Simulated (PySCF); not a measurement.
# C3H3GeN: electronic excitations and core binding energies

What electronic excitations and core binding energies should C3H3GeN (`C#[C][GeH2][C]#N`) show?

Computed with PySCF 2.14.0, with density-fitted response routines of our own, on a single molecule in the gas phase. Atoms count from 0, in the outputs and in this text.

## 1. The starting structure

8 atoms, charge 0, multiplicity 1; geometry from: GFN2-xTB.

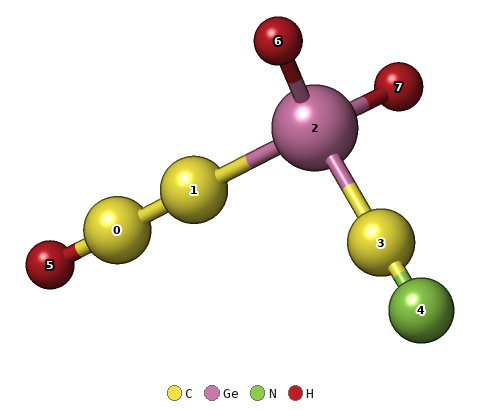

The starting geometry (carbon yellow, germanium pink, nitrogen green, hydrogen red), atoms numbered.

## 2. Ultraviolet spectrum: CAM-B3LYP/def2-SVPD

The job: settings as JSON, then the geometry in Å.

```
{"job": {"kind": "uv", "xc": "CAM-B3LYP", "basis": "def2-SVPD", "nstates": 8, "ntriplets": 3}, "charge": 0, "multiplicity": 1}
C      2.267827     0.266896    -0.365143
C      1.149781    -0.076758    -0.083033
Ge    -0.614677    -0.601697     0.353126
C     -1.778076     0.808844    -0.211845
N     -2.482647     1.646548    -0.545630
H      3.249240     0.562019    -0.608546
H     -0.775997    -0.760199     1.832212
H     -1.006394    -1.836241    -0.395706
```

Method: TDDFT CAM-B3LYP/def2-SVPD, vertical, gas phase, core orbitals frozen in the response.

Command:

```
> OMP_NUM_THREADS=1 python probes_run.py task.json out
```

This one command runs all jobs of the session in turn.

Output:

```text
coarse grid: 35496 points
cycle   1  E = -2247.3499309618  dE = -6.223e-02  |g| = 6.354e-01  |ddm| = 7.106e+00
cycle   2  E = -2247.2756475494  dE =  7.428e-02  |g| = 9.066e-01  |ddm| = 1.980e+00
cycle   3  E = -2247.4271170509  dE = -1.515e-01  |g| = 1.646e-01  |ddm| = 1.080e+00
cycle   4  E = -2247.4321824751  dE = -5.065e-03  |g| = 4.614e-02  |ddm| = 2.269e-01
cycle   5  E = -2247.4325614026  dE = -3.789e-04  |g| = 1.095e-02  |ddm| = 1.199e-01
cycle   6  E = -2247.4325849363  dE = -2.353e-05  |g| = 5.849e-03  |ddm| = 2.600e-02
cycle   7  E = -2247.4325932624  dE = -8.326e-06  |g| = 9.442e-04  |ddm| = 1.137e-02
final grid: 73776 points
cycle   8  E = -2247.4325553631  dE =  5.839e-08  |g| = 1.118e-03  |ddm| = 3.274e-03
cycle   9  E = -2247.4325549532  dE =  4.099e-07  |g| = 1.723e-03  |ddm| = 3.392e-03
cycle  10  E = -2247.4325556620  dE = -7.088e-07  |g| = 1.378e-04  |ddm| = 2.102e-03
cycle  11  E = -2247.4325556667  dE = -4.759e-09  |g| = 1.158e-05  |ddm| = 2.445e-04
cycle  12  E = -2247.4325556668  dE = -2.228e-11  |g| = 1.382e-05  |ddm| = 3.892e-05
converged SCF energy = -2247.4325556668

Static polarisability (au): isotropic 62.869, principal 48.433 60.712 79.464

Singlet excitations
state   eV       nm        f      main configurations
  1   6.1654    201.1   0.00029   H->L 0.52, H-1->L+1 0.16, H->L+2 0.14
  2   6.4465    192.3   0.00137   H-1->L 0.36, H->L+1 0.34, H->L+4 0.11
  3   6.4690    191.7   0.00057   H-1->L+1 0.56, H-1->L+4 0.18, H->L 0.15
  4   7.3241    169.3   0.00018   H-2->L+3 0.26, H-2->L 0.25, H-3->L+1 0.16
  5   7.6481    162.1   0.01004   H-2->L+1 0.25, H-3->L 0.20, H-3->L+3 0.17
  6   7.6676    161.7   0.00088   H-3->L+1 0.38, H-3->L+4 0.23, H-2->L+3 0.10
  7   7.8622    157.7   0.00533   H->L+2 0.62, H->L 0.18
  8   7.9292    156.4   0.01800   H-1->L+2 0.49, H-1->L 0.21, H-1->L+3 0.15

Triplet excitations (Tamm-Dancoff, eV): 5.1019 5.5728 5.5825
```

Run time: 40 s. Hardware: 1 thread of Intel Xeon at 2.70GHz, shared host; peak memory 0.59 GiB.

Frontier orbitals and where they lie:

| orbital | eV | atoms |
| --- | --- | --- |
| HOMO−3 | -11.49 | N4 48 %, C3 40 %, Ge2 6 % |
| HOMO−2 | -11.36 | N4 42 %, C3 35 %, Ge2 9 % |
| HOMO−1 | -10.26 | C1 44 %, C0 42 %, Ge2 5 % |
| HOMO | -10.17 | C1 41 %, C0 40 %, Ge2 8 % |
| LUMO | 0.42 | Ge2 27 %, C0 19 %, C1 18 % |
| LUMO+1 | 0.46 | Ge2 25 %, C0 17 %, C1 16 % |
| LUMO+2 | 0.60 | Ge2 46 %, C1 13 %, C0 12 % |

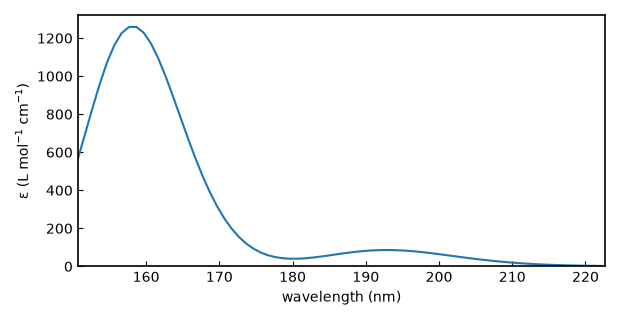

Absorption spectrum: each of the 8 states is a Gaussian band of 0.4 eV half-width at 1/e. Beyond the last state computed it falls off for lack of states.

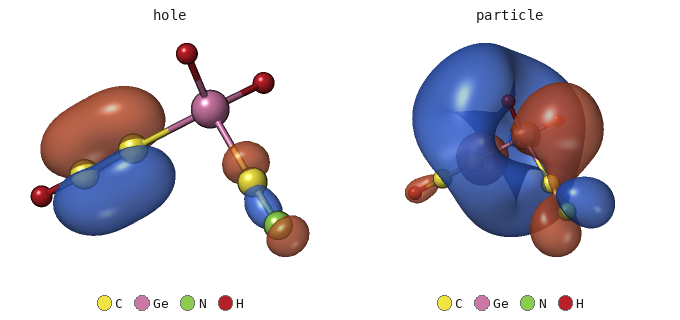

Leading natural transition orbitals of singlet state 8: the electron leaves the hole (left) for the particle orbital (right).

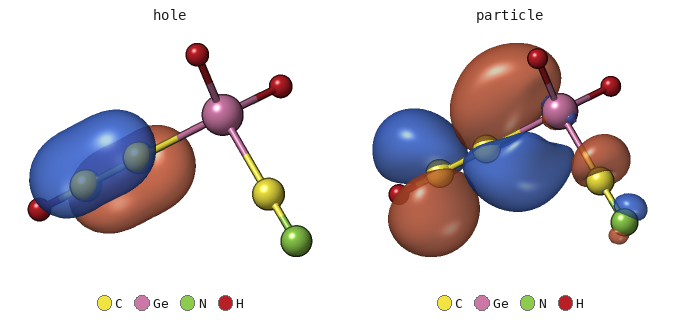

Leading natural transition orbitals of singlet state 1: the electron leaves the hole (left) for the particle orbital (right).

Further results of this job:

| property | computed |
| --- | --- |
| dipole moment (D) | 3.94 |
| polarisability (Å³) | 9.32 |
| HOMO–LUMO gap (eV) | 10.59 |
| −ε(HOMO) (eV) | 10.17 |

The fields below are evaluated on a grid from the run's orbitals.

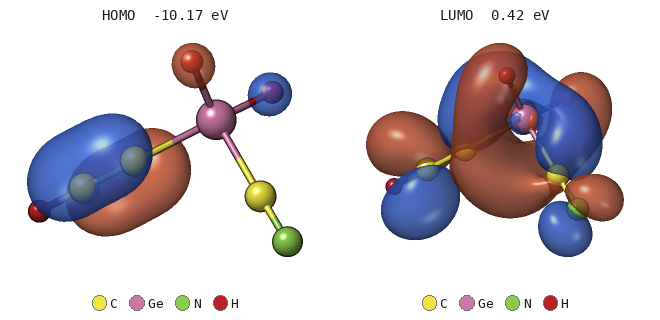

Frontier orbitals at CAM-B3LYP/def2-SVPD; each surface holds 70 % of the orbital's density, blue and red mark the sign.

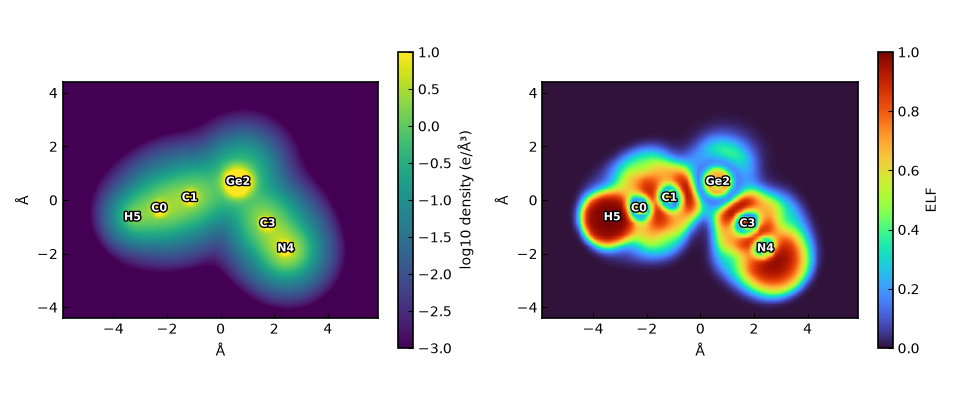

Density (left) and ELF (right) in a plane through or near 6 of the atoms.

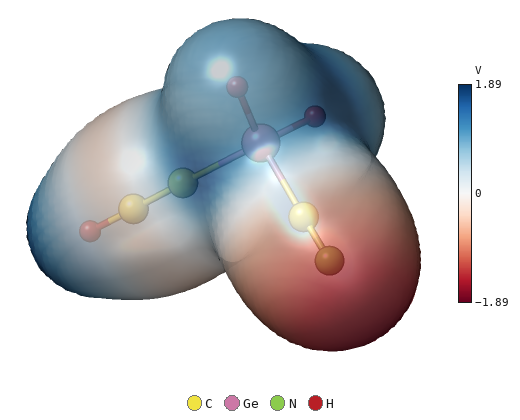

Electrostatic potential on the surface of density 0.002 e/bohr³; red is low, blue high. It runs, from the 1st to the 99th percentile, from -1.68 V near N4 to 1.89 V near Ge2.

## 3. Core-electron binding energies: SCAN, X2C

The job, as its differences from that of step 2:

```diff
@@ -1,2 +1,2 @@
-{"job": {"kind": "uv", "xc": "CAM-B3LYP", "basis": "def2-SVPD", "nstates": 8, "ntriplets": 3}, "charge": 0, "multiplicity": 1}
+{"job": {"kind": "xps"}, "charge": 0, "multiplicity": 1}
 C      2.267827     0.266896    -0.365143
```

Method: delta-SCF UKS SCAN, pcX-2 on the ionised atom, pcseg-1 elsewhere, spin-free X2C.

Output:

```text
ground state, core basis on atom 0 (C), 129 functions
  cycle   1  E = -2264.63159714  |g| = 5.47e-01
  cycle   2  E = -2264.41914361  |g| = 1.05e+00
  cycle   3  E = -2264.67702052  |g| = 3.68e-01
  cycle   4  E = -2264.70872116  |g| = 5.23e-02
  cycle   5  E = -2264.70860533  |g| = 5.78e-02
  cycle   6  E = -2264.70945649  |g| = 9.08e-03
  cycle   7  E = -2264.70948688  |g| = 2.20e-03
  cycle   8  E = -2264.70948548  |g| = 5.69e-04
  cycle   9  E = -2264.70948291  |g| = 1.00e-04
  E(ground) = -2264.84702974 Eh
hole in C 1s of atom 0
  cycle   1  E = -2253.43952998  |g| = 1.50e+00
  cycle   2  E = -2247.65820096  |g| = 2.90e+00
  cycle   3  E = -2252.70042004  |g| = 1.50e+00
  cycle   4  E = -2253.80955138  |g| = 6.50e-01
  cycle   5  E = -2253.90843595  |g| = 4.57e-01
  cycle   6  E = -2253.99839137  |g| = 1.90e-01
  cycle   7  E = -2254.01456104  |g| = 4.34e-02
  cycle   8  E = -2254.01567367  |g| = 2.05e-02
  cycle   9  E = -2254.01611066  |g| = 9.07e-03
  cycle  10  E = -2254.01631574  |g| = 5.27e-03
  cycle  11  E = -2254.01641627  |g| = 2.39e-03
  cycle  12  E = -2254.01642616  |g| = 8.78e-04
  cycle  13  E = -2254.01642507  |g| = 3.08e-04
  E(ion) = -2254.15269864 Eh   <S^2> = 0.8505   hole on atom = 1.000   binding energy = 291.008 eV
ground state, core basis on atom 1 (C), 129 functions
  cycle   1  E = -2264.71046976  |g| = 6.61e-02
  cycle   2  E = -2264.70826212  |g| = 9.77e-02
  cycle   3  E = -2264.71016524  |g| = 4.84e-02
  cycle   4  E = -2264.71075444  |g| = 1.27e-02
  cycle   5  E = -2264.71079124  |g| = 3.10e-03
  cycle   6  E = -2264.71079352  |g| = 4.54e-04
  E(ground) = -2264.84823142 Eh
hole in C 1s of atom 1
  cycle   1  E = -2253.44487398  |g| = 1.51e+00
  cycle   2  E = -2247.34662600  |g| = 3.18e+00
  cycle   3  E = -2253.10167740  |g| = 1.26e+00
  cycle   4  E = -2253.75489853  |g| = 7.60e-01
  cycle   5  E = -2253.94340080  |g| = 3.74e-01
  cycle   6  E = -2253.99986882  |g| = 2.15e-01
  cycle   7  E = -2254.02014927  |g| = 4.56e-02
  cycle   8  E = -2254.02157662  |g| = 1.61e-02
  cycle   9  E = -2254.02199281  |g| = 8.60e-03
  cycle  10  E = -2254.02223947  |g| = 4.77e-03
  cycle  11  E = -2254.02229947  |g| = 1.86e-03
  cycle  12  E = -2254.02230492  |g| = 6.80e-04
  cycle  13  E = -2254.02230562  |g| = 1.86e-04
  E(ion) = -2254.15812677 Eh   <S^2> = 0.8549   hole on atom = 1.000   binding energy = 290.893 eV
ground state, core basis on atom 3 (C), 129 functions
  cycle   1  E = -2264.71044256  |g| = 5.84e-02
  cycle   2  E = -2264.71005185  |g| = 4.39e-02
  cycle   3  E = -2264.70961129  |g| = 6.00e-02
  cycle   4  E = -2264.71054152  |g| = 2.80e-03
  cycle   5  E = -2264.71054068  |g| = 8.09e-04
  cycle   6  E = -2264.71053991  |g| = 6.91e-04
  cycle   7  E = -2264.71054101  |g| = 8.28e-05
  E(ground) = -2264.84945712 Eh
hole in C 1s of atom 3
  cycle   1  E = -2253.43427344  |g| = 1.50e+00
  cycle   2  E = -2247.03992197  |g| = 2.71e+00
  cycle   3  E = -2243.49443914  |g| = 2.78e+00
  cycle   4  E = -2253.91282780  |g| = 3.26e-01
  cycle   5  E = -2253.95879865  |g| = 2.08e-01
  cycle   6  E = -2253.95754994  |g| = 2.30e-01
  cycle   7  E = -2253.98261339  |g| = 7.57e-02
  cycle   8  E = -2253.98654664  |g| = 1.53e-02
  cycle   9  E = -2253.98668605  |g| = 8.21e-03
  cycle  10  E = -2253.98671296  |g| = 7.04e-03
  cycle  11  E = -2253.98674522  |g| = 2.40e-03
  cycle  12  E = -2253.98676552  |g| = 9.09e-04
  cycle  13  E = -2253.98676814  |g| = 2.74e-04
  E(ion) = -2254.12432701 Eh   <S^2> = 0.8198   hole on atom = 1.000   binding energy = 291.846 eV
ground state, core basis on atom 4 (N), 129 functions
  cycle   1  E = -2264.71950268  |g| = 7.47e-02
  cycle   2  E = -2264.71856804  |g| = 6.97e-02
  cycle   3  E = -2264.71808693  |g| = 8.34e-02
  cycle   4  E = -2264.71961633  |g| = 6.27e-03
  cycle   5  E = -2264.71962306  |g| = 2.71e-03
  cycle   6  E = -2264.71962676  |g| = 4.00e-04
  E(ground) = -2264.85508768 Eh
hole in N 1s of atom 4
  cycle   1  E = -2249.12256625  |g| = 1.84e+00
  cycle   2  E = -2243.45089278  |g| = 2.83e+00
  cycle   3  E = -2238.71429986  |g| = 2.83e+00
  cycle   4  E = -2249.53441034  |g| = 7.79e-01
  cycle   5  E = -2249.29731301  |g| = 1.14e+00
  cycle   6  E = -2249.81309928  |g| = 1.62e-01
  cycle   7  E = -2249.81031469  |g| = 1.62e-01
  cycle   8  E = -2249.82506617  |g| = 2.60e-02
  cycle   9  E = -2249.82553548  |g| = 1.09e-02
  cycle  10  E = -2249.82570571  |g| = 5.81e-03
  cycle  11  E = -2249.82577535  |g| = 3.04e-03
  cycle  12  E = -2249.82578616  |g| = 9.11e-04
  cycle  13  E = -2249.82578596  |g| = 2.40e-04
  E(ion) = -2249.96134071 Eh   <S^2> = 0.8173   hole on atom = 1.000   binding energy = 405.279 eV
```

Run time: 66 s. Hardware: 1 thread of Intel Xeon at 2.70GHz, shared host; peak memory 0.63 GiB.

Binding energies by hole, beside the orbital energy of the ground state; the difference holds orbital relaxation and, for a density functional, its self-interaction error:

| hole | stands for | environment | ΔSCF (eV) | −ε (eV) | ⟨S²⟩ |
| --- | --- | --- | --- | --- | --- |
| C1s on C0 | C0 | terminal alkyne carbon | 291.01 (doubtful) | 274.3 | 0.850 |
| C1s on C1 | C1 | alkyne carbon | 290.89 (doubtful) | 274.2 | 0.855 |
| C1s on C3 | C3 | nitrile carbon | 291.85 | 274.4 | 0.820 |
| N1s on N4 | N4 | nitrile nitrogen | 405.28 | 386.2 | 0.817 |

Doubtful: the ion did not converge, its hole moved, or its ⟨S²⟩ is well above 0.75.

## 4. Summary of results

```
                                                    quantity                        value
                        lowest singlet (CAM-B3LYP/def2-SVPD)  6.17 eV (201 nm), f = 0.000
                    brightest single state of those computed  state 8, 7.93 eV, f = 0.018
                                              lowest triplet                      5.10 eV
                       surface potential, 1st and 99th percentile           -1.68 V and 1.89 V
C1s binding energies, SCAN/pcX-2 (standing for 1 of 3 atoms)                 C3 291.85 eV
                            N1s binding energies, SCAN/pcX-2                 N4 405.28 eV
```

The lowest singlet, at 6.17 eV, is HOMO→LUMO 0.52, HOMO−1→LUMO+1 0.16 and is dark; of the 8 states computed, the strongest absorption comes from state 8 at 7.93 eV (the last computed, so partners may be missing). The lowest triplet lies 1.06 eV below the lowest singlet (triplets in Tamm-Dancoff, singlets in full TDDFT).
